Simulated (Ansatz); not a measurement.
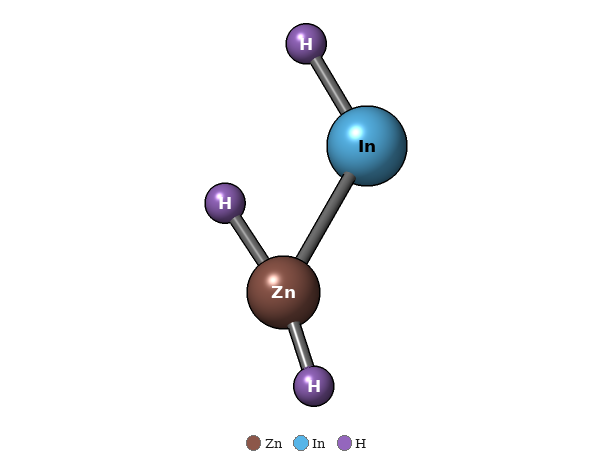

Computed geometry: PBE0-D4/def2-TZVP optimisation. No frequency run is at hand to confirm it as a minimum. Level of theory: RKS PBE0-D4/def2-TZVPP, core potentials on In (Ansatz 0.2.0).

What does the calculation give?

The species is H3InZn.
- HOMO energy (Kohn–Sham orbital): −5.95 eV
- LUMO energy (Kohn–Sham orbital): −2.30 eV
- HOMO–LUMO gap: 3.65 eV
